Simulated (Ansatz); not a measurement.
Input

```
crystal:
  periodic: [false, false, false]
  atoms:
    - {symbol: B, position_ang: [-0.561831, -3.160498, 0.812653]}
    - {symbol: F, position_ang: [-0.102076, -2.689752, -0.322141]}
    - {symbol: O, position_ang: [-1.877462, -2.876199, 1.055737]}
basis:
  gaussian:
    orbitals: def2-TZVPD
magnetization:
  spin_polarized: true
  initial_magnetization: 2
hamiltonian:
  xc: {name: PBE0}
output: {forces: true, orbitals: {seedname: orbitals}}
```

Run with:

```sh
ansatz run input.yaml --threads 1 --pin off --max-ram 2610MiB --events-out events.jsonl --progress --plain --runs-dir runs
```

Geometry: PBE0-D3(BJ)/def2-SVP.

All numbers below come from isolated molecule in a Gaussian basis; Kohn-Sham density functional theory, functional PBE0 (Ansatz 0.2.0).

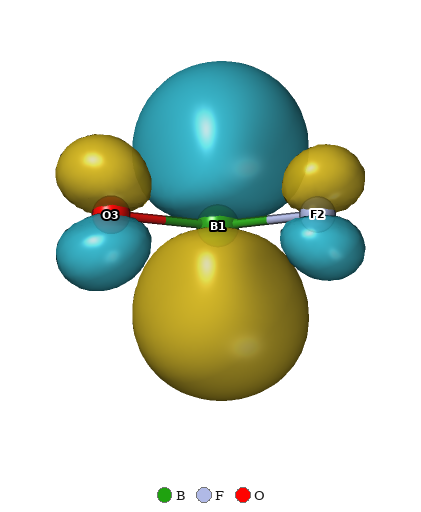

BFO (SMILES O=BF) (triplet). The LUMO (α) at ±0.15 Å⁻³ᐟ² (yellow and cyan are the two phases), seen from one side.

Question: Describe this orbital and give its energy.

Answer: By Hirshfeld shares it lies mainly on B1 (about 75 %), O3 (about 15 %) and F2 (about 10 %); it changes sign across the molecular plane (π type). Its energy is −0.66 eV.
